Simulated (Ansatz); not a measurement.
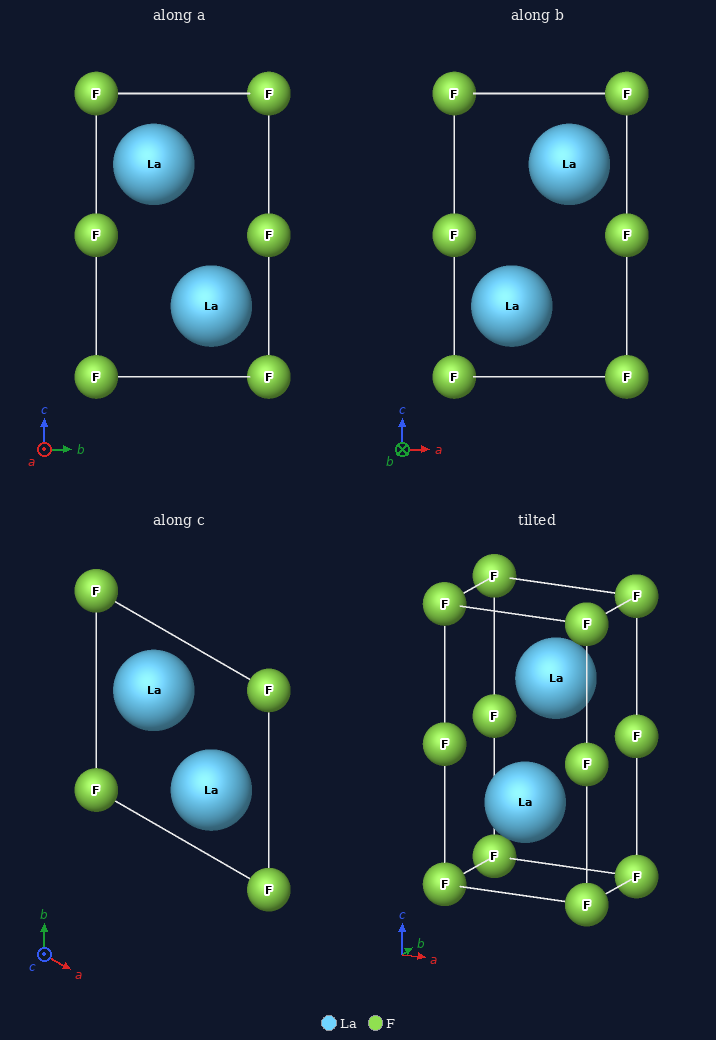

Spheres-only representation of a periodic structure, projected along the a axis, along the b axis, along the c axis and slightly off an axis. Thin lines show the conventional unit cell, with boundary atoms drawn in all their periodic places.

Lattice parameters: a = 4.035 Å, b = 4.035 Å, c = 5.740 Å, α = 90.00°, β = 90.00°, γ = 120.00°. Put a along x and b in the xy plane.

### Convert the drawing into a POSCAR file.

```
La F
1.0
     4.035    0.000    0.000
    -2.018    3.495    0.000
     0.000    0.000    5.740
La F
2 2
Direct
  0.3333 0.6667 0.2500
  0.6667 0.3333 0.7500
  0.0000 0.0000 0.5000
  0.0000 0.0000 0.0000
```

The cell started as a structure type filled with these elements by a generator (whether the compound takes this form wasn't checked). Earlier steps of the study may have refined or changed the cell and positions. A calculation with Ansatz used it as input.
